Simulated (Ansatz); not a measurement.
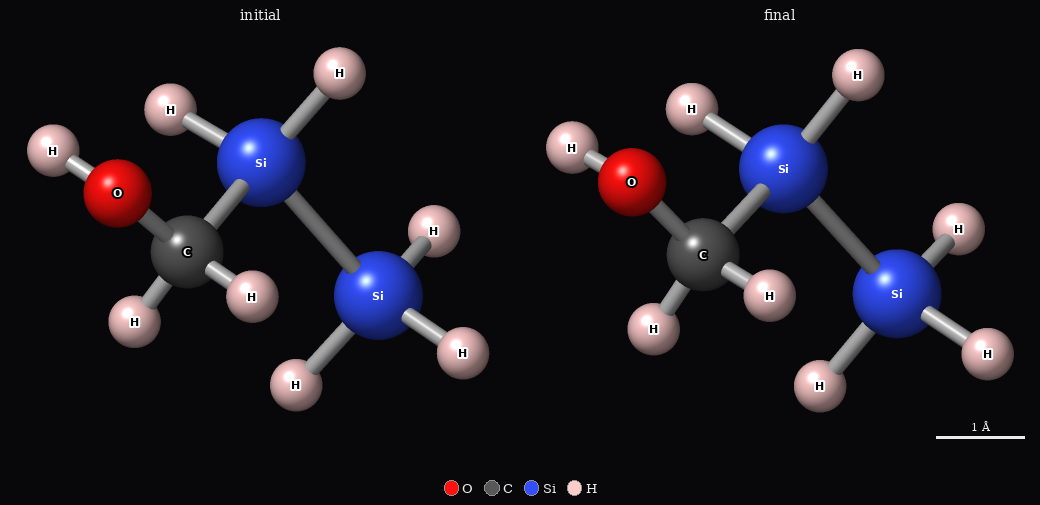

The structure of CH$_{8}$OSi$_{2}$ (coarse preliminary run) before (left) and after (right) a relaxation, at one scale.

A ball-and-stick model, seen from a free direction.

The start comes from a force field.

The calculation used RKS PBE-D4/def2-SVP in Ansatz.

Input
```yaml
crystal:
  periodic: [false, false, false]
  atoms:
    - {symbol: O, position_ang: [-0.452000, 2.593600, 0.156000]}
    - {symbol: C, position_ang: [0.060800, 1.347400, 0.420100]}
    - {symbol: Si, position_ang: [-0.490500, -0.070800, -0.686900]}
    - {symbol: Si, position_ang: [0.727300, -1.949300, 0.038400]}
    - {symbol: H, position_ang: [-1.465700, 2.558700, 0.213300]}
    - {symbol: H, position_ang: [1.150700, 1.487400, 0.356200]}
    - {symbol: H, position_ang: [-0.141300, 1.122200, 1.470200]}
    - {symbol: H, position_ang: [-0.105200, 0.228700, -2.108100]}
    - {symbol: H, position_ang: [-1.929500, -0.238000, -0.518600]}
    - {symbol: H, position_ang: [0.266800, -3.143000, -0.746300]}
    - {symbol: H, position_ang: [0.312200, -2.232400, 1.487600]}
    - {symbol: H, position_ang: [2.143300, -1.759600, -0.047800]}
basis:
  gaussian: {orbitals: def2-SVP}
hamiltonian: {xc: pbe, dispersion: d4}
relax: {f_tol: 0.03, max_steps: 200}
```

Run as
```bash
ansatz run in.yaml --threads 4 --pin off --events-out ev --progress --plain --max-ram 10444MiB
```

> Describe what moved and what it gained.

The atom that moves furthest after the best rigid fit is O1 (0.14 Å). Largest moves by element: O 0.14 Å, H 0.12 Å, Si 0.11 Å, C 0.10 Å. Some distances before and after: Si4–H12 1.431 → 1.507 Å, Si3–H9 1.458 → 1.510 Å, O1–C2 1.373 → 1.422 Å, C2–Si3 1.882 → 1.924 Å. Among the angles between lasting bonds that change: C2–Si3–Si4 105.6° → 111.3°, O1–C2–H7 107.6° → 113.1°, H8–Si3–H9 112.6° → 107.7°. After 4 geometry steps the energy has fallen by 0.303 eV. The largest force component goes from 2.7 to 0.028 eV/Å.
